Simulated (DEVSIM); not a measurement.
System: Ti/SiO2/p-Ge capacitor, at 250 K.

```csv
layer (left to right),material,thickness (nm),Na (cm⁻³)
1,SiO2,14.0,-
2,Ge,440,9e17
```

Metal gate on the left, work function 4.33 eV. Fixed charge at the semiconductor interface 0 cm⁻² (in units of +e); no interface traps.

Constants are typed, rounded textbook-type inputs, not results; the design itself was drawn at random and stands for no fabricated device. Values at 300 K; Nc and Nv go as T^1.5, mobilities as T to minus their exponent, the gap by Varshni's rule with the affinity fixed.

```tsv
parameter	SiO2	Ge
gap (eV)	9	0.664
affinity (eV)	0.9	4
permittivity	3.9	16
Nc (cm⁻³)	-	1.04e19
Nv (cm⁻³)	-	6e18
Varshni α (eV/K)	-	0.000477
Varshni β (K)	-	235
```

Model (solved in DEVSIM): 1D Poisson equation in equilibrium, Boltzmann statistics, complete ionisation; no quantum confinement or tunnelling. Metal contacts follow the ideal Schottky-Mott rule: no Fermi-level pinning, no interface dipoles.

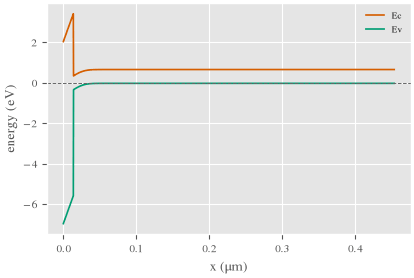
Band edges at 1.4 V on the gate

Energies count from the Fermi level of the right contact; mesh points crowd at the junctions.

| x (μm) | Ec (eV) | Ev (eV) | n (cm⁻³) | p (cm⁻³) | field (V/cm) |
|---|---|---|---|---|---|
| 0.000 | 2.030 | -6.970 | < 1e2 | < 1e2 | 1000000 |
| 0.0009910 | 2.129 | -6.871 | < 1e2 | < 1e2 | 1000000 |
| 0.002684 | 2.299 | -6.701 | < 1e2 | < 1e2 | 1000000 |
| 0.005574 | 2.589 | -6.411 | < 1e2 | < 1e2 | 1000000 |
| 0.01048 | 3.081 | -5.919 | < 1e2 | < 1e2 | 1000000 |
| 0.01252 | 3.286 | -5.714 | < 1e2 | < 1e2 | 1000000 |
| 0.01371 | 3.405 | -5.595 | < 1e2 | < 1e2 | 1000000 |
| 0.01505 | 0.358 | -0.325 | 4.8e11 | 1.3e12 | 230000 |
| 0.01703 | 0.403 | -0.280 | 6.1e10 | 1.0e13 | 210000 |
| 0.02081 | 0.476 | -0.207 | 2.0e9 | 3.1e14 | 180000 |
| 0.02796 | 0.575 | -0.108 | 2.0e7 | 3.1e16 | 100000 |
| 0.04919 | 0.647 | -0.036 | 730000 | 8.5e17 | 2700 |
| 0.08182 | 0.648 | -0.035 | 690000 | 9.0e17 | ≈ 0 |
| 0.1438 | 0.648 | -0.035 | 690000 | 9.0e17 | ≈ 0 |
| 0.2919 | 0.648 | -0.035 | 690000 | 9.0e17 | ≈ 0 |
| 0.3691 | 0.648 | -0.035 | 690000 | 9.0e17 | ≈ 0 |
| 0.4113 | 0.648 | -0.035 | 690000 | 9.0e17 | ≈ 0 |
| 0.4321 | 0.648 | -0.035 | 690000 | 9.0e17 | ≈ 0 |
| 0.4452 | 0.648 | -0.035 | 690000 | 9.0e17 | ≈ 0 |
| 0.4499 | 0.648 | -0.035 | 690000 | 9.0e17 | ≈ 0 |
| 0.4524 | 0.648 | -0.035 | 690000 | 9.0e17 | ≈ 0 |
| 0.4540 | 0.648 | -0.035 | 690000 | 9.0e17 | ≈ 0 |
